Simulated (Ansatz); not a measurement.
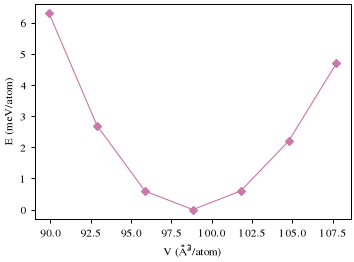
Rb (simple cubic, Pm-3m) under volume change, the program Ansatz at the PBE level (PAW), scaled uniformly.

Problem. What does a third-order Birch–Murnaghan fit give for V₀, B₀ and B′?

Solution. V₀ = 98.84 Å³/atom, B₀ = 2.2 GPa, B′ = 3.8.

The cell is a constructed one: a structure type filled with these elements; neither database checked (COD, Materials Project) lists it. It is not the phase usual at ambient conditions (space group No. 229). The PBE relaxation kept the symmetry of its start. At this level the phase is mechanically unstable.

Potentials: the later of the program's two PAW sets.
